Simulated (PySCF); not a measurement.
BP (charge +1, quartet)

```csv
atom,x (Å),y (Å),z (Å)
B,0.0000,0.0000,-1.3745
P,0.0000,0.0000,0.4885
```

Method: PBE0/aug-pcseg-1, non-relativistic, at a bond length of 1.863 Å (PySCF).

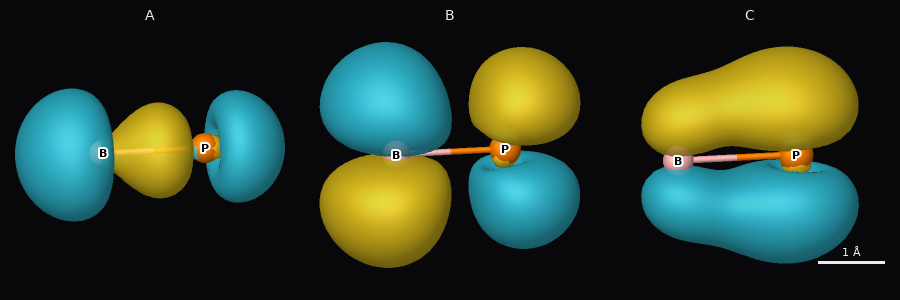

Figure 1. Three frontier α-spin orbitals, each drawn at the value that holds 80 % of its norm (yellow and cyan are the two phases), in no order; of a degenerate pair one member is drawn.

Name the orbitals and rank them from lowest to highest energy.

Orbital C: π, occupied in this spin, −15.63 eV; mainly on P (75 %).
Orbital A: σ, occupied in this spin, −15.33 eV; shared between the atoms (B 65 %, P 35 %).
Orbital B: π, empty in this spin, −9.42 eV; antibonding, with a node between the atoms.

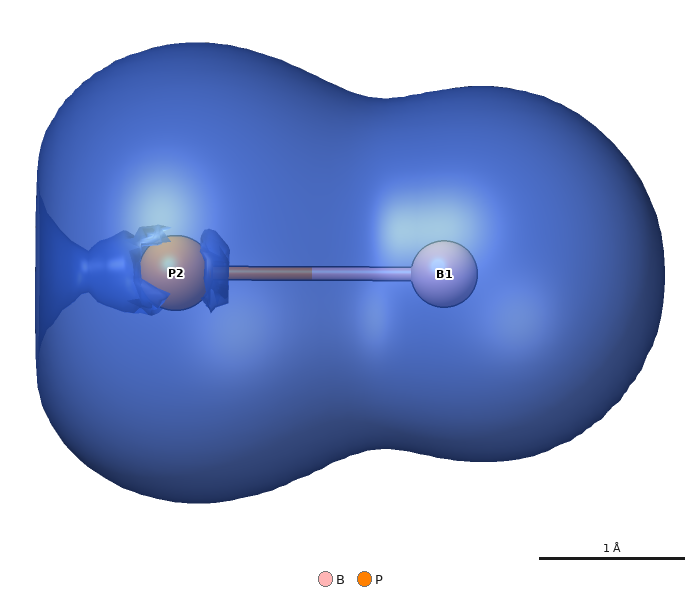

Figure 2. Isosurface of the spin density (α minus β) at +0.03 e/Å³ (blue), seen from one side.

Where is the unpaired spin?

The unpaired spin (3 electrons) lies mostly on P2 (about 1.6) and B1 (about 1.4), in electrons by Hirshfeld's partition.

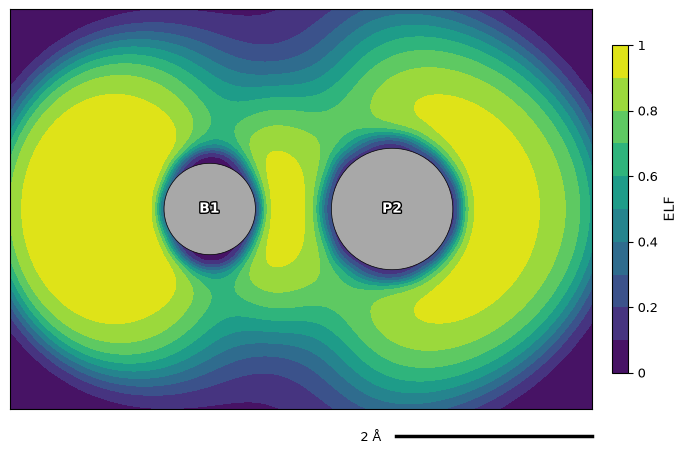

Figure 3. Electron localisation function on a plane that holds the molecular axis. Grey discs cover the atomic cores.

What does the map show?

The plane passes through B and P nuclei.
B–P (1.86 Å): the ELF peaks at about 0.95 between the atoms, as expected for a shared electron pair.
The ELF also peaks beside B1 and P2, away from the bonds: non-bonding electrons, paired or unpaired.
